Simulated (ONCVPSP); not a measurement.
## Mg: pseudopotential generation

System: magnesium (Mg, Z = 12), core [He], reference valence 2s2 2p6 3s2, valence charge 10.
Method: ONCV potential, PBE, scalar-relativistic, made with ONCVPSP 4.0.1.

### Input
```
# ATOM AND REFERENCE CONFIGURATION
# atsym  z   nc   nv     iexc    psfile
  Mg 12.00    1    3        4      upf
#
#   n    l    f
    1    0    2.00
    2    0    2.00
    2    1    6.00
    3    0    2.00
#
# PSEUDOPOTENTIAL AND OPTIMIZATION
# lmax
    2
#
#   l,   rc,      ep,       ncon, nbas, qcut
    0    1.10    0.00    5    9   18.40
    1    1.30    0.00    4    8   17.00
    2    1.10    0.21    5    9   12.80
#
# LOCAL POTENTIAL
# lloc, lpopt,  rc(5),   dvloc0
    2    5    1.10    0.00
#
# VANDERBILT-KLEINMAN-BYLANDER PROJECTORs
# l, nproj, debl
    0    2    1.30
    1    2    0.60
    2    0    1.30
#
# MODEL CORE CHARGE
# icmod, fcfact, rcfact
    0    0.00    0.00
#
# LOG DERIVATIVE ANALYSIS
# epsh1, epsh2, depsh
   -4.00    5.00    0.02
#
# OUTPUT GRID
# rlmax, drl
    6.00    0.01
#
# TEST CONFIGURATIONS
# ncnf
    4
# nvcnf
#   n    l    f
    3
    2    0    2.00
    2    1    6.00
    3    0    1.00
#
    3
    2    0    2.00
    2    1    6.00
    3    0    0.00
#
    3
    2    0    2.00
    2    1    6.00
    3    0    1.50
#
    3
    2    0    2.00
    2    1    5.00
    3    0    2.00
#
```

Hardware: 1 CPU thread, shared host.

Command:
```bash
oncvpsp.x < Mg.dat > Mg.out
```

### Log (extracts)
```
ONCVPSP  (Optimized Norm-Conservinng Vanderbilt PSeudopotential)
scalar-relativistic version 4.0.1

#   n    l    f        energy (Ha)
    1    0    2.00    -4.6291303E+01
    2    0    2.00    -2.9342667E+00
    2    1    6.00    -1.7130252E+00
    3    0    2.00    -1.7292380E-01

Reference configufation results
  iterations    25
  all-electron total energy (Ha)   -2.00279817D+02

Begin loop to  construct optimized pseudo wave functions
and semi-local pseudopoentials for all angular momenta

Calculating optimized projector #   1

 for l=   0

    Fraction of norm inside rc  0.896571
    Optimizing pswf for qcut=  18.39 a_B^-1,  ecut= 169.02 Ha
    Residual kinetic energy error=  6.63D-10 Ha

    Energy error per electron        Cutoff
         Ha          eV             Ha
         0.01000     0.27211       60.49
         0.00100     0.02721       82.59
         0.00010     0.00272      100.48
         0.00001     0.00027      115.59

Calculating optimized projector #   2

 for l=   0

    Fraction of norm inside rc  0.023981
    Optimizing pswf for qcut=  18.39 a_B^-1,  ecut= 169.02 Ha
    Residual kinetic energy error=  5.78D-11 Ha

    Energy error per electron        Cutoff
         Ha          eV             Ha
         0.01000     0.27211       11.60
         0.00100     0.02721       56.73
         0.00010     0.00272       81.33
         0.00001     0.00027      100.93

WARNING wellstate: negative energy specified for n= 3 l=  1
WARNING scattering state with energy  0.25000000
WARNING will be used for the first projector

   Wellstate for l =  1  n =  3
     eigenvalue =   0.2500
     asymptotic potential =   0.7500
     half-point radius =  3.2255

Calculating optimized projector #   1

 for l=   1

    Fraction of norm inside rc  0.932692
    Optimizing pswf for qcut=  17.00 a_B^-1,  ecut= 144.49 Ha
    Residual kinetic energy error=  2.12D-10 Ha
 ERROR pspot:  first pseudo wave function has node,          program will stop
 ERROR pspot: try changing psp parameters for this l
```

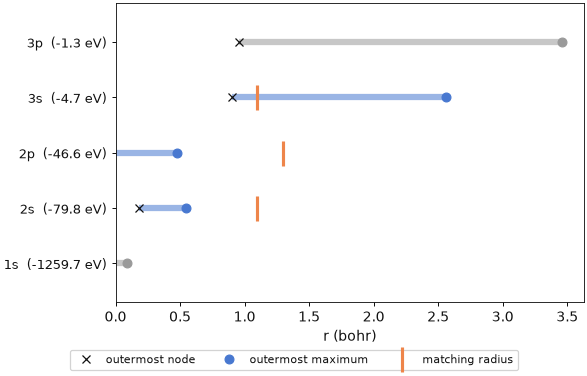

**Figure 1.** Outer shells of the all-electron reference atom: each bar runs from the outermost node (or the nucleus) to the outermost maximum of u(r); the tick is the radius chosen for the pseudo-wave. Shells without a tick have no pseudo-wave of their own. Levels, nodes and maxima are from ld1.x, scalar-relativistic.

- Radii against the shells: 2s: 1.10 bohr, outside the maximum; 2p: 1.30 bohr, outside the maximum; 3s: 1.10 bohr, between node and maximum.

### Outcome

- outcome: ended with an error
- wall time: 0.65 s

### Diagnosis

The generator stopped with the message “ERROR pspot: first pseudo wave function has node, program will stop”. In words: the optimised pseudo-wave of the first projector has a node, so the radial equation cannot be inverted for a potential. It was at work on the p channel when it stopped.
